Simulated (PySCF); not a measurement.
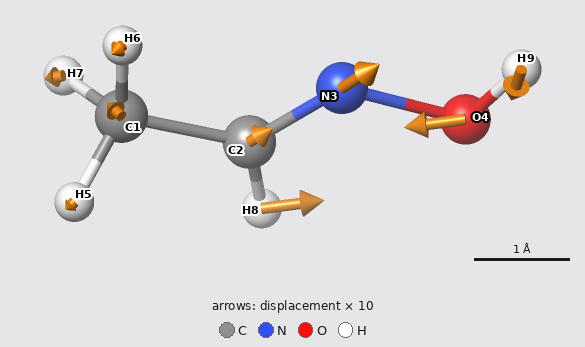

A relaxation of C₂H₅NO. The starting structure is drawn; orange arrows show the displacements, magnified 10 times. The two geometries are superimposed by the best rigid fit.

A ball-and-stick model, seen from a free direction.

The start comes from GFN2-xTB. Its atoms were then displaced at random by about 0.01 Å.

These are results of PySCF, PBE0-D3(BJ)/def2-SVP geometry optimisation, gas phase, not measurements. 

What did the optimiser do to the structure, and how much energy did it gain?

The atom that moves furthest after the best rigid fit is H8 (0.068 Å). Largest moves by element: H 0.068 Å, O 0.066 Å, N 0.059 Å, C 0.032 Å. Near-neighbour distances that change, for instance: N3–O4 1.439 → 1.369 Å, C1–C2 1.460 → 1.487 Å, C2–N3 1.246 → 1.272 Å, C1–H5 1.081 → 1.102 Å. Among the angles between lasting bonds that change: C2–N3–O4 116.8° → 112.5°, H6–C1–H7 106.8° → 108.9°. Over 7 geometry steps the energy falls by 0.176 eV. Cost: 13 s on 1 thread of Arm Neoverse V1, with other jobs on the host.
